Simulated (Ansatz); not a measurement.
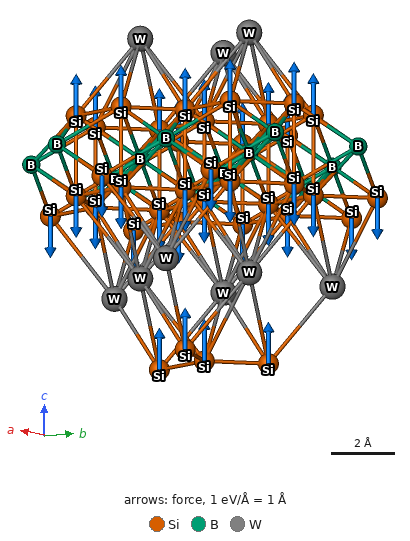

Starting geometry of a crystal of Si4BW (a generated structure, set up in P6/mmm) (coarse preliminary run) with the computed forces as blue arrows. Style: ball-and-stick. Shown: the atoms within 5.8 Å of the atom that moves most (axes of the cell of the calculation), from a free direction.

Level of theory: DFT PBE, scalar-relativistic, plane waves, PAW in Ansatz.

Input file:
```yaml
crystal:
  lattice:
    - [3.66848221, 0.0, 0.0]
    - [-1.8342411, 3.17699879, 0.0]
    - [0.0, 0.0, 7.8528807]
  atoms:
    - { symbol: Si, position: [0.33333333, 0.66666667, 0.33269592] }
    - { symbol: Si, position: [0.33333333, 0.66666667, 0.66730408] }
    - { symbol: Si, position: [0.66666667, 0.33333333, 0.66730408] }
    - { symbol: Si, position: [0.66666667, 0.33333333, 0.33269592] }
    - { symbol: B, position: [0.0, 0.0, 0.5] }
    - { symbol: W, position: [0.0, 0.0, 0.0] }
basis:
  ecutwfc: 420
kpoints:
  mp_grid: { grid: [6, 6, 2] }
hamiltonian:
  xc: pbe
scf:
  occupations: { method: gaussian, width: 0.1 }
  lower_state_search: "off"
output:
  forces: true
  stress: true
  eigenvalues: true
relax:
  adjacent_minimum: "off"
  f_tol: 0.04
  max_steps: 70
  cell: { stress_tol: 0.4 }
```

Command:
```bash
ansatz run input.yaml --threads 1 --pin off --max-ram 2560MiB --backend cpu --events-out ev --progress --plain --runs-dir out
```

> What follows when this structure is relaxed?

It isn't relaxed: the largest force vector, on Si atoms, is 1.38 eV/Å. The atoms end up moving mostly along the starting forces (cosine between the two patterns 1.00). The largest moves relative to the cell, 0.39 Å, are those of Si1, Si2, Si3 and Si4. Si4 goes along −c. B and W stay in place. The volume changes by −11.1 %, with a = b 3.668 → 4.528 Å (+23.4 %), c 7.853 → 4.583 Å (−41.6 %). Near-neighbour distances that change, for instance: Si1–Si2 5.225 → 2.274 Å, B5–W6 3.926 → 2.292 Å, Si1–W6 3.363 → 2.851 Å, Si1–Si4 2.118 → 2.614 Å. New bonds form: B5–W6 (3.93 → 2.29 Å). The space group stays P6/mmm (No. 191). After 14 accepted moves (18 points after the start) the energy has fallen by 1251 meV per atom. The largest force component goes from 1.4 to 0.0082 eV/Å. The pressure goes from 9.78 to 0.08 GPa. The line search rejected the trial steps at points 11, 13 of the run. The SCF was repeated twice at an unchanged geometry on a basis and grid sized afresh for the cell, which shifted the energy by 15.0 meV per atom at most.

Limits of the set-up: the k-point mesh is coarse for a cell with partly filled bands.
